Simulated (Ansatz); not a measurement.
The reference is ZrO2 (space group P4_2/nmc, No. 137; a = 3.621 Å, c = 5.284 Å). Axes: x, y, z lie along a, b, c of the conventional cell.

Structures relaxed with PBE (Ansatz, a first-principles code, PAW, scalar-relativistic without spin-orbit coupling), earlier PAW set.

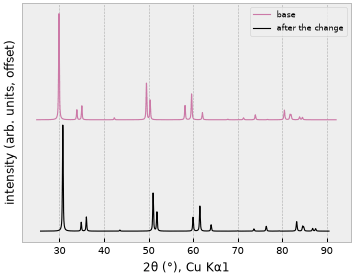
*Simulated powder patterns before (top) and after one change*

**Question.** Name the change that was made.
A. isotropic strain −2.74 %
B. isotropic strain +2.75 %
C. biaxial strain +1.95 %, plane normal [001], relaxed out of plane
D. biaxial strain +3.48 %, plane normal [001], relaxed out of plane

**Answer.** A, isotropic strain −2.74 %. Its volume per atom is 10.62 Å³ against 11.55 Å³, and its space group is P4_2/nmc (No. 137).

No phonon test of stability was made. This is not the structure that ZrO2 has at room temperature and ambient pressure.
